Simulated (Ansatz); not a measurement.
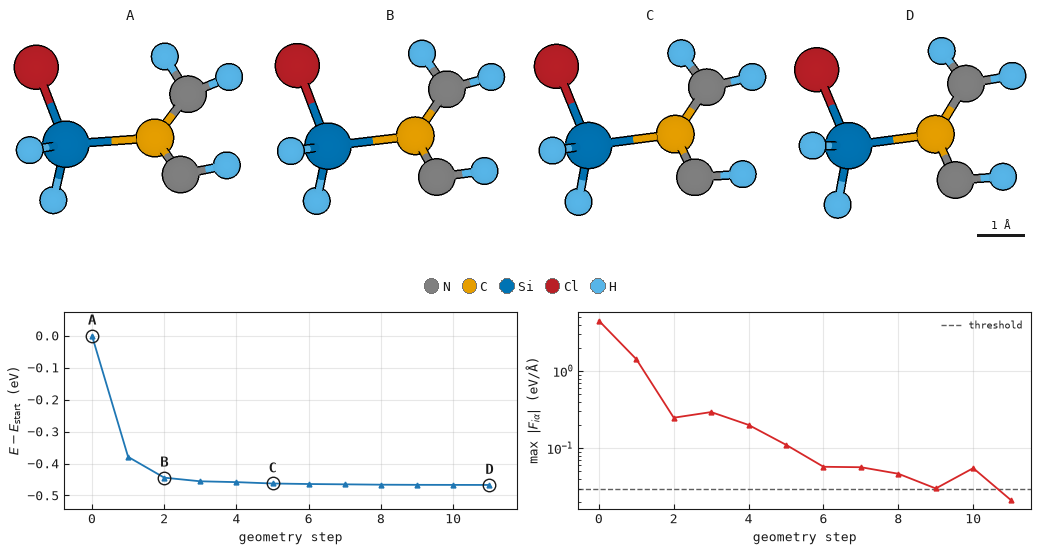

Frames of a relaxation of CH$_{5}$ClN$_{2}$Si (coarse preliminary run), marked on the history of the run. The picture is a ball-and-stick view, seen at a tilt.

The start comes from a force field.

Level of theory: Ansatz, RKS PBE-D4/def2-SVP. (force threshold 0.03 eV/Å; at most 200 steps)

Describe the path.

Answer. The energy falls by 0.467 eV in 11 geometry steps. The largest force component goes from 4.5 to 0.021 eV/Å. An H atom moves most after the best rigid fit: 0.26 Å. By element the largest moves are H 0.26 Å, N 0.25 Å, Cl 0.18 Å, Si 0.08 Å, C 0.08 Å. Among the contacts that change: Cl–Si 1.997 → 2.111 Å, C–Si 1.944 → 1.897 Å, C–N 1.250 → 1.293 Å, H–N 1.060 → 1.021 Å. Among the angles between lasting bonds that change: N–C–Si 121.2° → 109.1°, H–N–H 107.5° → 118.6°, N–C–N 120.8° → 130.7°. The run took 15 s on 4 threads of Arm Neoverse V1 (shared host). From step 0 to 2: an H atom moves most (0.15 Å), energy −0.444 eV. From step 2 to 5: an H atom moves most (0.08 Å), energy −0.018 eV. From step 5 to 11: N and Cl atoms move most (0.13 Å), energy −0.005 eV.

```tsv
step	E − E(0), eV	largest force component, eV/Å
0	0.0000	4.4850
1	-0.3792	1.4239
2	-0.4443	0.2485
3	-0.4556	0.2941
4	-0.4582	0.2004
5	-0.4625	0.1108
6	-0.4641	0.0575
7	-0.4651	0.0568
8	-0.4662	0.0468
9	-0.4667	0.0301
10	-0.4669	0.0553
11	-0.4670	0.0214
```
